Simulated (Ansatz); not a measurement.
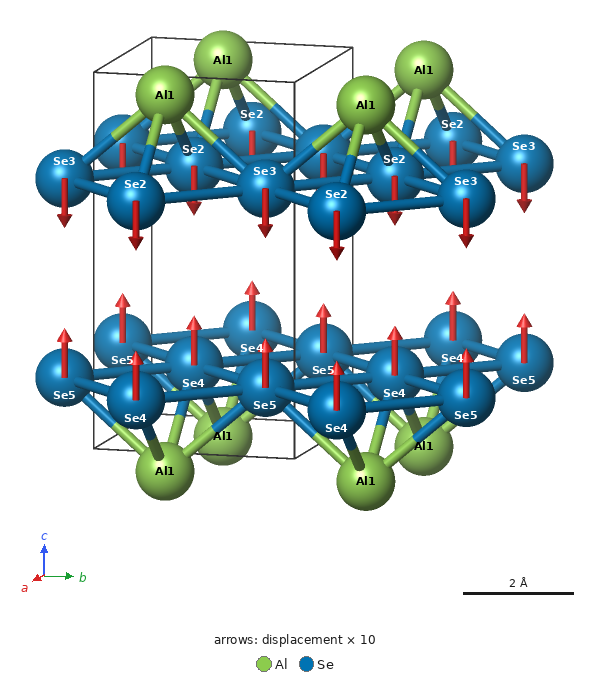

This is a relaxation of a crystal of AlSe4 (a generated structure, set up in P4/mmm) (coarse preliminary run). The starting structure is drawn; red arrows show the displacements (the part carried along by the change of the cell is left out), magnified 10 times.

A ball-and-stick model of the cell of the calculation, repeated 2 × 2 × 1 with one cell outlined, seen slightly off an axis.

These are results of DFT PBE+D3(BJ), scalar-relativistic, plane waves, PAW in Ansatz, not measurements. (plane-wave cutoff 420 eV; k-point mesh 4 × 4 × 4; occupations gaussian; smearing width 0.1 eV; no spin polarisation; cell and atoms relaxed; force threshold 0.04 eV/Å; at most 70 steps)

Which element moves most?

Selenium: up to 0.092 Å, against 0.000 Å for aluminium.

What did the optimiser do to the structure, and how much energy did it gain?

The largest moves relative to the cell, 0.092 Å, are those of Se2, Se3, Se4 and Se5. Se2 goes along −c. Al stays in place. Cell: a = b 3.802 → 3.983 Å (+4.7 %), c 6.952 → 7.273 Å (+4.6 %). Volume +14.8 %. Some distances before and after: Se2–Se4 3.277 → 3.612 Å, Al1–Se2 2.510 → 2.688 Å, Se2–Se3 2.689 → 2.816 Å. Among the angles between lasting bonds that change: Al1–Se5–Al1 98.5° → 95.6°. The space group stays P4/mmm (No. 123). Over 4 accepted moves (5 points after the start) the energy falls by 174 meV per atom. Largest force component: 1.4 eV/Å at the start, 0.00095 eV/Å at the end. The pressure goes from 15.99 to 0.00 GPa. At 1 point the geometry stayed and the basis and grid were re-selected for the new cell (energy shift of 0.4 meV per atom at most each time).

Limits of the set-up: the k-point mesh is coarse for a cell with partly filled bands.
